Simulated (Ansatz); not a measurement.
# CH5ClGaN: up Jacob's ladder to CCSD(T)

Aim: compute CH5ClGaN with functionals from several rungs and with coupled cluster, and see how far each lands from CCSD(T) at the basis-set limit for the atomisation energy.

Method: functionals in def2-TZVPP, the program's frozen cores in correlated methods; program: Ansatz 0.2.0, Gaussian basis.

Plan: LDA (SPW92), PBE-D4, revPBE-D4, BLYP-D4, r2SCAN-D4, B97M-V, PBE0-D4, B3LYP-D4, r2SCANh-D4, r2SCAN0-D4, HSE06-D4, BHLYP-D4, CAM-B3LYP-D4, LC-ωPBE, ωB97X-V, ωB97M-V, B2PLYP, PBE-QIDH; CCSD(T)/def2-SVP; CCSD(T)/def2-TZVPP; MP2/def2-QZVPP; extrapolation to the limit; RPA on PBE.

**1. The geometry**

All runs share one geometry, relaxed beforehand with PBE0-D4 in a triple-zeta def2 set.

SMILES `[CH3][Ga]([NH2])[Cl]`, 9 atoms, charge 0, spin multiplicity 1.

Atoms are counted from 1 here; the program's logs count them from 0.

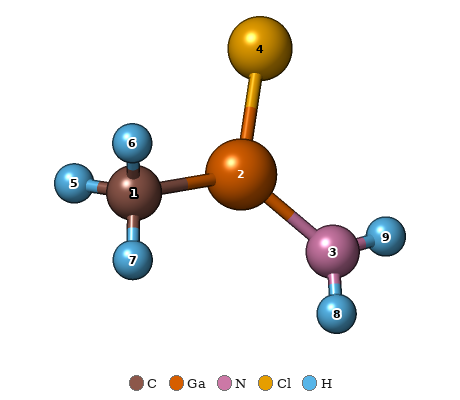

The geometry (carbon brown, gallium orange, nitrogen pink, chlorine amber, hydrogen blue); atoms are numbered from 1 in the order of the file.

**2. LDA**

This LDA is Slater exchange with PW92 correlation.

in.yaml

```yaml
crystal:
  periodic: [false, false, false]
  atoms:
    - {symbol: C, position_ang: [0.118575, 1.341674, -0.788852]}
    - {symbol: Ga, position_ang: [0.110491, -0.512933, -0.199796]}
    - {symbol: N, position_ang: [-0.303389, -1.158537, 1.433611]}
    - {symbol: Cl, position_ang: [0.647646, -2.079446, -1.585306]}
    - {symbol: H, position_ang: [-0.545380, 1.458092, -1.646942]}
    - {symbol: H, position_ang: [1.124877, 1.622366, -1.104527]}
    - {symbol: H, position_ang: [-0.204767, 2.014661, 0.005779]}
    - {symbol: H, position_ang: [-0.579911, -0.592666, 2.216709]}
    - {symbol: H, position_ang: [-0.279740, -2.139610, 1.652123]}
basis:
  gaussian: {orbitals: def2-TZVPP}
hamiltonian: {xc: lda}
output: {orbitals: {seedname: orbitals}}
```

On the command line:

```
$ ansatz run in.yaml --threads 4 --pin off --events-out ev --progress --plain --max-ram 10444MiB
```

After this run come: PBE-D4 (GGA); revPBE-D4 (GGA); BLYP-D4 (GGA); r2SCAN-D4 (meta-GGA); B97M-V (meta-GGA); B3LYP-D4 (hybrid); r2SCANh-D4 (hybrid); r2SCAN0-D4 (hybrid); HSE06-D4 (hybrid); BHLYP-D4 (hybrid); CAM-B3LYP-D4 (range-separated); LC-ωPBE (range-separated); ωB97X-V (range-separated); ωB97M-V (range-separated); B2PLYP (double hybrid); PBE-QIDH (double hybrid); CCSD(T) in def2-SVP; CCSD(T) in def2-TZVPP; MP2 in def2-QZVPP; RPA on PBE orbitals.

Q: Predict the results of all the runs planned. Wanted: atomisation energy, CCSD(T)/CBS; farthest beyond LDA; mean size of error, GGA; mean size of error, meta-GGA; mean size of error, hybrid; mean size of error, range-separated; mean size of error, double hybrid; gap, smallest and largest; T1 diagnostic.

As calculated:

```
                               quantity                                                                                                                  value
        atomisation energy, CCSD(T)/CBS                                                                                                              31.502 eV
    functionals within 0.315 eV (1.0 %)  PBE-D4, r2SCAN-D4, B97M-V, PBE0-D4, B3LYP-D4, r2SCANh-D4, HSE06-D4, CAM-B3LYP-D4, LC-ωPBE, ωB97X-V, ωB97M-V, PBE-QIDH
                    farthest beyond LDA                                                                                                   BHLYP-D4 (-1.045 eV)
                mean size of error, GGA                                                                                                               0.422 eV
           mean size of error, meta-GGA                                                                                                               0.115 eV
             mean size of error, hybrid                                                                                                               0.417 eV
    mean size of error, range-separated                                                                                                               0.104 eV
      mean size of error, double hybrid                                                                                                               0.386 eV
              gap, smallest and largest                                                                              5.11 eV (LDA (SPW92)), 12.35 eV (LC-ωPBE)
                          T1 diagnostic                                                                                                                 0.0116
triples share of the correlation energy                                                                                                                  3.9 %
```

What this shows: LDA overbinds by 4.130 eV (13 %). PBE-D4 misses by +0.241 eV. Double hybrids carry the basis error of their MP2 part in triple zeta, and no dispersion term here, so their miss is partly the set-up's. The rungs range-separated, meta-GGA miss on average by less than the doubt on the reference (0.315 eV), so they tie. Misses under about 0.315 eV are within the doubt on the reference itself, which lacks core-valence correlation, relativity and higher excitations, and its outer-core shells are covered unevenly. Hartree-Fock recovers 72 % of the binding; the rest is correlation. CCSD(T) in def2-SVP is off by -2.038 eV, more than most functionals: a good method in a small basis is no reference. Orbital gaps span 5.1 to 12.3 eV; exact exchange widens them. Correlated methods include outer-core shells of Ga, which these sets cover unevenly.
